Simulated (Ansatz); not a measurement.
**SiCl (doublet): one geometry, many settings**

What do other methods and options give for SiCl (doublet) at this geometry, and how long do they take?

Method: the settings change from run to run; program: Ansatz 0.2.0, Gaussian basis.

9 further runs of the same task are left out: 3 that didn't finish, 6 set aside as unsound or not needed. Runs told in other sessions of the task aren't counted.

## (1) What is computed

The geometry is a PBE0/def2-TZVP stationary point (not a proven minimum).

2 atoms, charge 0, spin multiplicity 2.

Atoms are counted from 1 here; the program's logs count them from 0.

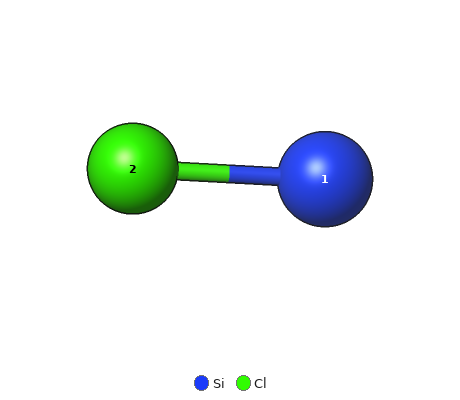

The geometry (silicon blue, chlorine green); atoms are numbered from 1 in the order of the file.

## (2) CASCI(7,6)/cc-pVDZ

in.yaml

```yaml
crystal:
  periodic: [false, false, false]
  atoms:
    - {symbol: Si, position_ang: [0.000000, 0.000000, 0.000000]}
    - {symbol: Cl, position_ang: [0.000000, 0.000000, 2.067100]}
basis:
  gaussian: {orbitals: cc-pVDZ}
magnetization: {spin_polarized: false, initial_magnetization: 1}
correlation: {active_space: {window: {electrons: 7, orbitals: 6}, fixed_orbitals: true, states: [{multiplicity: 2, weights: [1, 0.5, 1]}, {multiplicity: 4, weights: [1]}]}}
```

On the command line:

```sh
> ansatz run in.yaml --threads 1 --pin off --events-out ev --progress --plain --max-ram 2393MiB
```

What it wrote:

```text
Functional definition: HF
  name "HF"
  cite "Fock, Z. Phys. 61, 126 (1930) doi:10.1007/BF01340294"
  parent pbe
  exchange = exact_x
  correlation = 0
672 factors; integrals over basis functions are off by at most 1.3e-7 eV
mean field evaluation 1: about -20365.0468 eV, gradient 1.0e1 eV
mean field evaluation 2: about -20365.0499 eV, gradient 1.0e1 eV
mean field evaluation 4: about -20365.5515 eV, gradient 9.5e-1 eV
mean field evaluation 8: about -20365.5588 eV, gradient 4.6e-4 eV
mean field evaluation 16: about -20365.5588 eV, gradient 1.3e-6 eV
mean field -20365.55879004 eV, -748.4204812625 hartree, gradient 1.5e-6 eV, S^2 0.750000; 2 other end points of the search recorded, 0 dependent functions left out
reference -20365.55879004 eV, -748.4204812625 hartree; 16, 15 occupied and 20, 21 virtual orbitals, 672 factors
state -20365.83535805 eV, -748.4306449494 hartree
state -20365.62360643 eV, -748.4228632207 hartree
state -20361.86556657 eV, -748.2847578034 hartree
state -20362.58006356 eV, -748.3110150834 hartree
Total energy: -20363.74079754 eV, -748.3536712705 hartree
```

Wall time 0.51 s (1 thread of Arm Neoverse V1, shared host).

From the report: 76 determinants; active occupations (of the averaged states) 1.99, 1.99, 1.69, 0.59, 0.45, 0.29.

## (3) HF (ROHF)/6-31++G**

in.yaml

```yaml
crystal:
  periodic: [false, false, false]
  atoms:
    - {symbol: Si, position_ang: [0.000000, 0.000000, 0.000000]}
    - {symbol: Cl, position_ang: [0.000000, 0.000000, 2.067100]}
basis:
  gaussian: {orbitals: "6-31++G**", fitting: {mean_field: def2-universal-jkfit}}
magnetization: {spin_polarized: false, initial_magnetization: 1}
hamiltonian: {xc: hf}
output: {forces: true, orbitals: {seedname: orbitals}}
```

The command is unchanged.

What it wrote:

```text
Functional definition: HF
  name "HF"
  cite "Fock, Z. Phys. 61, 126 (1930) doi:10.1007/BF01340294"
  parent pbe
  exchange = exact_x
  correlation = 0
256 factors; integrals over basis functions are off by at most 8.2e-2 eV
mean field evaluation 1: about -20363.9102 eV, gradient 1.0e1 eV
mean field evaluation 2: about -20364.4065 eV, gradient 4.9e0 eV
mean field evaluation 4: about -20364.5111 eV, gradient 2.3e-1 eV
mean field evaluation 8: about -20364.4391 eV, gradient 3.1e0 eV
mean field -20364.51154759 eV, -748.3819958123 hartree, gradient 2.0e-5 eV, S^2 0.750000; 0 other end points of the search recorded, 0 dependent functions left out
the calculation of the forces begins
reference -20364.51154759 eV, -748.3819958123 hartree; 16, 15 occupied and 30, 31 virtual orbitals, 256 factors
Total energy: -20364.51154759 eV, -748.3819958123 hartree
Atom 0 at     0.000000     0.000000     0.000000 Å, force    -0.000000     0.000000    -0.385105 eV/Å
Atom 1 at     0.000000     0.000000     2.067100 Å, force     0.000000    -0.000000     0.385105 eV/Å
Dipole moment:     0.000000    -0.000000    -0.305677 e Å
```

It took 0.21 s on 1 thread of Arm Neoverse V1, shared host.

## (4) BCCD(T) on UHF/6-31++G**

in.yaml

```yaml
crystal:
  periodic: [false, false, false]
  atoms:
    - {symbol: Si, position_ang: [0.000000, 0.000000, 0.000000]}
    - {symbol: Cl, position_ang: [0.000000, 0.000000, 2.067100]}
basis:
  gaussian: {orbitals: "6-31++G**", fitting: {mean_field: def2-universal-jkfit}}
magnetization: {spin_polarized: true, initial_magnetization: 1}
correlation: {method: bccd_t, electrons: outside_noble_gas, diis_vectors: 12}
scf: {lower_state_search: off}
```

The command is unchanged.

What it wrote (excerpt; [...] marks lines left out):

```text
Functional definition: HF
  name "HF"
  cite "Fock, Z. Phys. 61, 126 (1930) doi:10.1007/BF01340294"
  parent pbe
[...]
256 factors; integrals over basis functions are off by at most 8.2e-2 eV
[...]
mean field -20364.60862280 eV, -748.3855632605 hartree, gradient 2.7e-6 eV, S^2 0.764412; 0 other end points of the search recorded, 0 dependent functions left out
10 core orbitals not correlated: weight in the atoms' cores, before any rotation towards them, 1.000 or more for the frozen orbitals, at most 0.000 for the correlated occupied ones
reference -20364.60862280 eV, -748.3855632605 hartree; 6, 5 occupied and 30, 31 virtual orbitals, 256 factors
second order -5.00854043 eV of doubles, -0.00000000 eV of singles
cycle   1  -5.50502728 eV  change   -5.0e-1 eV  update   7.0e-2
[...]
cycle  10  -5.72545181 eV  change    2.3e-6 eV  update   9.7e-6
perturbative correction -0.17618853 eV, -0.0064748091 hartree
Total energy: -20370.51026314 eV, -748.6024445426 hartree
Checks for a lower state left out: stability, starts, cluster_reference, orbital_swaps, neighbouring_geometries, increment
```

It took 0.96 s on 1 thread of Arm Neoverse V1, shared host.

From the report: ⟨S²⟩ of the determinant 0.764 (pure doublet: 0.75); correlation -5.9016 eV; largest double amplitude 0.07.

## (5) BCCD(T) on UHF/6-31++G**

in.yaml

```yaml
crystal:
  periodic: [false, false, false]
  atoms:
    - {symbol: Si, position_ang: [0.000000, 0.000000, 0.000000]}
    - {symbol: Cl, position_ang: [0.000000, 0.000000, 2.067100]}
basis:
  gaussian: {orbitals: "6-31++G**"}
magnetization: {spin_polarized: true, initial_magnetization: 1}
correlation: {method: bccd_t, electrons: outside_noble_gas}
accuracy: high
```

Same command.

What it wrote (excerpt; [...] marks lines left out):

```text
Functional definition: HF
  name "HF"
  cite "Fock, Z. Phys. 61, 126 (1930) doi:10.1007/BF01340294"
  parent pbe
[...]
750 factors; integrals over basis functions are off by at most 3.5e-9 eV
[...]
mean field -20364.60940054 eV, -748.3855918420 hartree, gradient 2.3e-8 eV, S^2 0.764416; 4 other end points of the search recorded, 0 dependent functions left out
10 core orbitals not correlated: weight in the atoms' cores, before any rotation towards them, 1.000 or more for the frozen orbitals, at most 0.000 for the correlated occupied ones
reference -20364.60940054 eV, -748.3855918420 hartree; 6, 5 occupied and 30, 31 virtual orbitals, 750 factors
second order -5.00817478 eV of doubles, -0.00000000 eV of singles
cycle   1  -5.50398226 eV  change   -5.0e-1 eV  update   7.0e-2
[...]
cycle  24  -5.72381370 eV  change   3.4e-10 eV  update  1.9e-10
perturbative correction -0.17608615 eV, -0.0064710466 hartree
Total energy: -20370.50930039 eV, -748.6024091623 hartree
```

Run time: 3.1 s. Hardware: 1 thread of Arm Neoverse V1, shared host.

From the report: ⟨S²⟩ of the determinant 0.764 (pure doublet: 0.75); correlation -5.8999 eV; largest double amplitude 0.07.

## (6) CCSD on UHF/cc-pVDZ

in.yaml

```yaml
crystal:
  periodic: [false, false, false]
  atoms:
    - {symbol: Si, position_ang: [0.000000, 0.000000, 0.000000]}
    - {symbol: Cl, position_ang: [0.000000, 0.000000, 2.067100]}
basis:
  gaussian: {orbitals: cc-pVDZ, fitting: {mean_field: def2-universal-jkfit}}
magnetization: {spin_polarized: true, initial_magnetization: 1}
correlation: {method: ccsd, electrons: valence}
accuracy: high
output: {forces: true}
```

Launched as before.

What it wrote (excerpt; [...] marks lines left out):

```text
Functional definition: HF
  name "HF"
  cite "Fock, Z. Phys. 61, 126 (1930) doi:10.1007/BF01340294"
  parent pbe
[...]
256 factors; integrals over basis functions are off by at most 1.8e-2 eV
[...]
mean field -20365.67810128 eV, -748.4248658696 hartree, gradient 2.1e-8 eV, S^2 0.768577; 4 other end points of the search recorded, 0 dependent functions left out
10 core orbitals not correlated: weight in the atoms' cores, before any rotation towards them, 1.000 or more for the frozen orbitals, at most 0.000 for the correlated occupied ones
reference -20365.67810128 eV, -748.4248658696 hartree; 6, 5 occupied and 20, 21 virtual orbitals, 256 factors
second order -5.24226378 eV of doubles, -0.00000000 eV of singles
cycle   1  -5.73203462 eV  change   -4.9e-1 eV  update   7.2e-2
[...]
cycle  21  -5.98464433 eV  change   2.3e-10 eV  update  4.8e-10
[...]
Total energy: -20371.66274561 eV, -748.6447974921 hartree
Atom 0 at     0.000000     0.000000     0.000000 Å, force     0.000000     0.000000    -0.745086 eV/Å
Atom 1 at     0.000000     0.000000     2.067100 Å, force    -0.000000    -0.000000     0.745086 eV/Å
Dipole moment:     0.000000    -0.000000    -0.201599 e Å
```

Run time: 1.4 s. Hardware: 1 thread of Arm Neoverse V1, shared host.

From the report: ⟨S²⟩ of the determinant 0.769 (pure doublet: 0.75); correlation -5.9846 eV; T1 0.018; largest double amplitude 0.08.

## (7) CISD/6-31G*

in.yaml

```yaml
crystal:
  periodic: [false, false, false]
  atoms:
    - {symbol: Si, position_ang: [0.000000, 0.000000, 0.000000]}
    - {symbol: Cl, position_ang: [0.000000, 0.000000, 2.067100]}
basis:
  gaussian: {orbitals: "6-31G*"}
magnetization: {spin_polarized: false, initial_magnetization: 1}
correlation: {active_space: {ras: {orbitals: [5, 1, 22], electrons: 11, max_holes: 2, max_particles: 2}, fixed_orbitals: true}}
```

Same command.

What it wrote:

```text
Functional definition: HF
  name "HF"
  cite "Fock, Z. Phys. 61, 126 (1930) doi:10.1007/BF01340294"
  parent pbe
  exchange = exact_x
  correlation = 0
329 factors; integrals over basis functions are off by at most 1.1e-3 eV
mean field evaluation 1: about -20363.9145 eV, gradient 1.0e1 eV
mean field evaluation 2: about -20363.9384 eV, gradient 1.1e1 eV
mean field evaluation 4: about -20364.4714 eV, gradient 1.1e0 eV
mean field evaluation 8: about -20364.4812 eV, gradient 1.1e-3 eV
mean field evaluation 16: about -20364.4808 eV, gradient 2.3e-1 eV
mean field -20364.48122806 eV, -748.3808815901 hartree, gradient 6.1e-7 eV, S^2 0.750000; 2 other end points of the search recorded, 0 dependent functions left out
reference -20364.48122806 eV, -748.3808815901 hartree; 16, 15 occupied and 22, 23 virtual orbitals, 329 factors
state -20369.85664304 eV, -748.5784244472 hartree
Total energy: -20369.85664304 eV, -748.5784244472 hartree
```

Wall time 1.5 s (1 thread of Arm Neoverse V1, shared host).

From the report: 8,648 determinants.

## (8) NEVPT4(SD)(9,5)/cc-pVDZ

in.yaml

```yaml
crystal:
  periodic: [false, false, false]
  atoms:
    - {symbol: Si, position_ang: [0.000000, 0.000000, 0.000000]}
    - {symbol: Cl, position_ang: [0.000000, 0.000000, 2.067100]}
basis:
  gaussian: {orbitals: cc-pVDZ}
magnetization: {spin_polarized: false, initial_magnetization: 1}
correlation: {method: fic_nevpt4_sd, electrons: valence, active_space: {window: {electrons: 9, orbitals: 5}}}
```

Launched as before.

What it wrote (excerpt; [...] marks lines left out):

```text
Functional definition: HF
  name "HF"
  cite "Fock, Z. Phys. 61, 126 (1930) doi:10.1007/BF01340294"
  parent pbe
[...]
379 factors; integrals over basis functions are off by at most 1.0e-3 eV
[...]
mean field -20365.55871688 eV, -748.4204785739 hartree, gradient 1.4e-6 eV, S^2 0.750000; 2 other end points of the search recorded, 0 dependent functions left out
reference -20365.55871688 eV, -748.4204785739 hartree; 16, 15 occupied and 20, 21 virtual orbitals, 379 factors
state -20365.55871688 eV, -748.4204785739 hartree
state -20365.55871688 eV, -748.4204785739 hartree; corrected -20371.62569137 eV, -748.6434357740 hartree
WARN: 4 active orbitals are nearly empty or full. The corrections depend on them more than the energy does, and are more stable in an active space without them
Total energy: -20371.62569137 eV, -748.6434357740 hartree
```

Wall time 1.1 s (1 thread of Arm Neoverse V1, shared host).

From the report: 2 determinants; active occupations 2.00, 2.00, 2.00, 2.00, 1.00. The report marks this result as in doubt.

## (9) CCSD/cc-pVDZ

in.yaml

```yaml
crystal:
  periodic: [false, false, false]
  atoms:
    - {symbol: Si, position_ang: [0.000000, 0.000000, 0.000000]}
    - {symbol: Cl, position_ang: [0.000000, 0.000000, 2.067100]}
basis:
  gaussian: {orbitals: cc-pVDZ}
magnetization: {spin_polarized: true, initial_magnetization: 1}
hamiltonian: {xc: {name: r2SCAN}}
correlation: {method: ccsd, electrons: outside_noble_gas, diis_vectors: 2}
scf: {omitted_lower_state_checks: [cluster_reference]}
output: {forces: true}
```

Launched as before.

What it wrote (excerpt; [...] marks lines left out):

```text
Functional definition: r2SCAN
  name "r2SCAN"
  cite "Furness, Kaplan, Ning, Perdew & Sun, J. Phys. Chem. Lett. 11, 8208 (2020) doi:10.1021/acs.jpclett.0c02405"
  cite "Furness, Kaplan, Ning, Perdew & Sun, J. Phys. Chem. Lett. 11, 9248 (2020) doi:10.1021/acs.jpclett.0c03077"
  parent r2scan
[...]
379 factors; integrals over basis functions are off by at most 1.0e-3 eV
[...]
mean field -20397.80702895 eV, -749.6055821839 hartree, gradient 6.6e-6 eV, S^2 0.757797; 2 other end points of the search recorded, 0 dependent functions left out
10 core orbitals not correlated: weight in the atoms' cores, before any rotation towards them, 1.000 or more for the frozen orbitals, at most 0.000 for the correlated occupied ones
reference -20365.40121993 eV, -748.4146906676 hartree; 6, 5 occupied and 20, 21 virtual orbitals, 379 factors
second order -5.49002647 eV of doubles, -0.15492388 eV of singles
cycle   1  -5.94378135 eV  change   -3.0e-1 eV  update   7.4e-2
[...]
cycle  14  -6.17727959 eV  change   -6.7e-8 eV  update   7.2e-7
[...]
Total energy: -20371.57849951 eV, -748.6417015053 hartree
Atom 0 at     0.000000     0.000000     0.000000 Å, force     0.000000    -0.000000    -0.722183 eV/Å
Atom 1 at     0.000000     0.000000     2.067100 Å, force    -0.000000     0.000000     0.722183 eV/Å
Dipole moment:    -0.000000     0.000000    -0.207668 e Å
Checks for a lower state left out: cluster_reference
```

Run time: 6.5 s. Hardware: 1 thread of Arm Neoverse V1, shared host.

From the report: ⟨S²⟩ of the determinant 0.758 (pure doublet: 0.75); correlation -6.1773 eV; T1 0.012; largest double amplitude 0.08. The orbitals are Kohn-Sham ones, so correlation energy and T1 don't compare with those on Hartree-Fock orbitals.

## (10) HF (UHF)/cc-pVDZ

in.yaml

```yaml
crystal:
  periodic: [false, false, false]
  atoms:
    - {symbol: Si, position_ang: [0.000000, 0.000000, 0.000000]}
    - {symbol: Cl, position_ang: [0.000000, 0.000000, 2.067100]}
basis:
  gaussian: {orbitals: cc-pVDZ}
magnetization: {spin_polarized: true, initial_magnetization: 1}
hamiltonian: {xc: hf}
output: {forces: true, orbitals: {seedname: orbitals}}
```

Launched as before.

What it wrote (excerpt; [...] marks lines left out):

```text
Functional definition: HF
  name "HF"
  cite "Fock, Z. Phys. 61, 126 (1930) doi:10.1007/BF01340294"
  parent pbe
[...]
379 factors; integrals over basis functions are off by at most 1.0e-3 eV
[...]
mean field -20365.67894367 eV, -748.4248968270 hartree, gradient 2.3e-5 eV, S^2 0.768584; 0 other end points of the search recorded, 0 dependent functions left out
[...]
reference -20365.67894367 eV, -748.4248968270 hartree; 16, 15 occupied and 20, 21 virtual orbitals, 379 factors
Total energy: -20365.67894367 eV, -748.4248968270 hartree
Atom 0 at     0.000000     0.000000     0.000000 Å, force    -0.000000     0.000000    -0.782801 eV/Å
Atom 1 at     0.000000     0.000000     2.067100 Å, force    -0.000000    -0.000000     0.782801 eV/Å
Dipole moment:     0.000000    -0.000000    -0.264195 e Å
```

It took 0.45 s on 1 thread of Arm Neoverse V1, shared host.

From the report: ⟨S²⟩ of the determinant 0.769 (pure doublet: 0.75).

## (11) The runs in one table

Where basis and cores are those of an earlier UCCSDT(Q)/cc-pVDZ run (-20371.8531 eV), and the records show the same count of frozen orbitals and kind of state, the miss against it is given; a blank cell means that this couldn't be shown. † marks a result that the program doubts.

```
                                      level         correlated  functions  energy (eV)  from UCCSDT(Q) (meV)    time
CASCI(7,6)/cc-pVDZ (mean of several states)                            36  -20363.7408                        0.51 s
                        HF (ROHF)/6-31++G**                            46  -20364.5115                        0.21 s
                   BCCD(T) on UHF/6-31++G**  outside noble gas         46  -20370.5103                        0.96 s
                   BCCD(T) on UHF/6-31++G**  outside noble gas         46  -20370.5093                         3.1 s
                        CCSD on UHF/cc-pVDZ            valence         36  -20371.6627                 190.4   1.4 s
                                CISD/6-31G*  outside noble gas         38  -20369.8566                         1.5 s
                  NEVPT4(SD)(9,5)/cc-pVDZ †            valence         36  -20371.6257                         1.1 s
          CCSD/cc-pVDZ (on r2SCAN orbitals)  outside noble gas         36  -20371.5785                 274.6   6.5 s
                           HF (UHF)/cc-pVDZ                            36  -20365.6789                6174.2  0.45 s
```

## (12) Results

| quantity | value |
| --- | --- |
| runs | 9 |
| quickest | HF (ROHF)/6-31++G**, 0.21 s |
| slowest | CCSD/cc-pVDZ (on r2SCAN orbitals), 6.5 s |

Total energies in different bases, with other cores or another treatment of relativity can't be set against each other. CCSD/cc-pVDZ (on r2SCAN orbitals) took 31 times as long as HF (ROHF)/6-31++G**; the jobs differ in more than the method. Among the correlated runs with a miss given, it spans +190 to +275 meV. Hartree-Fock, CASSCF and CASCI lack dynamic correlation by design. Cores frozen from Kohn-Sham orbitals shift the total energy.
